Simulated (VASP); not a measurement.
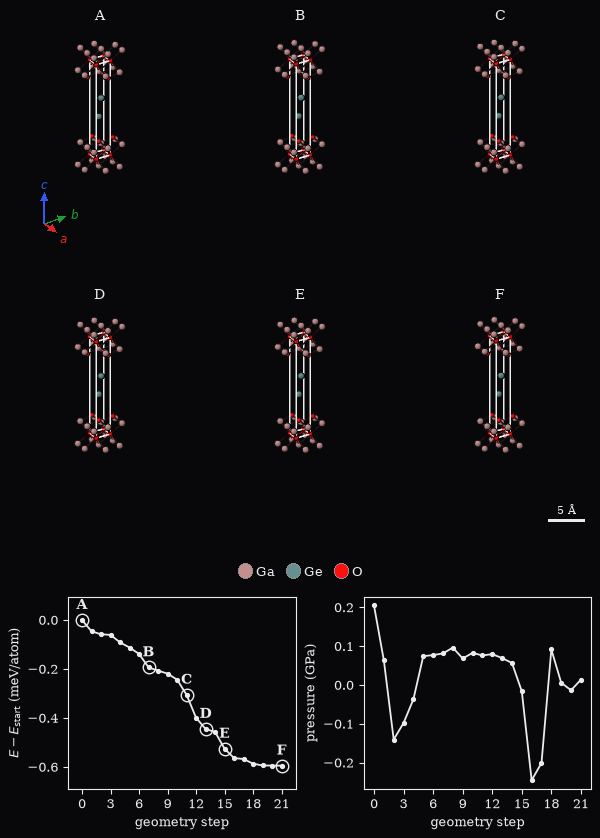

Frames of a relaxation of solid Ga$_{2}$Ge$_{2}$O$_{3}$ (a generated structure, set up in P-3m1), marked on the history of the run. The picture is a ball-and-stick view of the cell of the calculation, seen slightly off an axis.

The run lets cell and atoms move.

Theory: Kohn-Sham DFT of a periodic cell, PBE, VASP PAW PBE potentials, recommended in VASP 6.6.1.

Input file:
```
SYSTEM = Ga2Ge2O3
PREC     = Accurate       ! precision mode
ENCUT    = 520            ! plane-wave cutoff, eV
EDIFF    = 1E-7           ! SCF threshold, eV
ISMEAR   = 0              ! smearing method
SIGMA    = 0.1            ! smearing width, eV
LREAL    = .FALSE.        ! projectors in reciprocal space
LASPH    = .TRUE.         ! aspherical terms in the spheres
NELM     = 120            ! most SCF steps
ALGO     = Normal         ! electronic algorithm
ISIF     = 3              ! what is computed and relaxed
LWAVE    = .FALSE.        ! write WAVECAR
LCHARG   = .FALSE.        ! write CHGCAR
GGA      = PE             ! functional
IBRION   = 2              ! ionic algorithm
NSW      = 60             ! ionic steps
EDIFFG   = -0.005         ! ionic threshold
POTIM    = 0.3            ! step
KPAR     = 4
```

Launched with:
```bash
cat potpaw_PBE.64/Ga_d/POTCAR potpaw_PBE.64/Ge_d/POTCAR potpaw_PBE.64/O/POTCAR > POTCAR
mpirun -np 4 vasp_std > vasp.out
```

Q: Describe the path.

A: The energy falls by 0.6 meV per atom in 21 geometry steps. The largest force component goes from 0.0075 to 0.0014 eV/Å. Pressure: 0.20 GPa at the start and 0.01 GPa at the end. The largest moves relative to the cell, 0.062 Å, are those of O atoms. Largest moves by element: O 0.062 Å, Ga 0.040 Å, Ge 0.036 Å. The volume changes by +2.9 %, with a = b unchanged at 3.018 Å, c 13.862 → 14.272 Å (+3.0 %). The space group stays P-3m1 (No. 164). It ran on 4 threads of Intel(R) Xeon(R) 6975P-C (Granite Rapids), with other jobs on the host. From step 0 to 7: volume +0.6 %, energy −0.2 meV per atom. From step 7 to 11: volume +0.5 %, energy −0.1 meV per atom. From step 11 to 13: O atoms move most (0.03 Å), volume +1.3 %, energy −0.1 meV per atom. From step 13 to 15: energy −0.1 meV per atom. From step 15 to 21: O atoms move most (0.02 Å), volume +0.5 %, energy −0.1 meV per atom.

```
step  E − E(0), meV/atom  largest force component, eV/Å  pressure, GPa  volume, Å³/atom
   0                0.00                         0.0075           0.20           15.623
   1               -0.05                         0.0177           0.06           15.651
   2               -0.06                         0.0337          -0.14           15.688
   3               -0.06                         0.0281          -0.10           15.679
   4               -0.09                         0.0276          -0.04           15.681
   5               -0.11                         0.0472           0.07           15.685
   6               -0.14                         0.0348           0.08           15.693
   7               -0.19                         0.0521           0.08           15.719
   8               -0.21                         0.1002           0.10           15.770
   9               -0.22                         0.0813           0.07           15.750
  10               -0.24                         0.0775           0.08           15.761
  11               -0.31                         0.0664           0.08           15.794
  12               -0.40                         0.0468           0.08           15.860
  13               -0.44                         0.0817           0.07           15.993
  14               -0.46                         0.0713           0.06           15.954
  15               -0.53                         0.0498          -0.02           16.000
  16               -0.56                         0.0162          -0.25           16.118
  17               -0.57                         0.0182          -0.20           16.092
  18               -0.59                         0.0133           0.09           16.078
  19               -0.59                         0.0109           0.01           16.083
  20               -0.59                         0.0069          -0.01           16.084
  21               -0.59                         0.0014           0.01           16.083
```
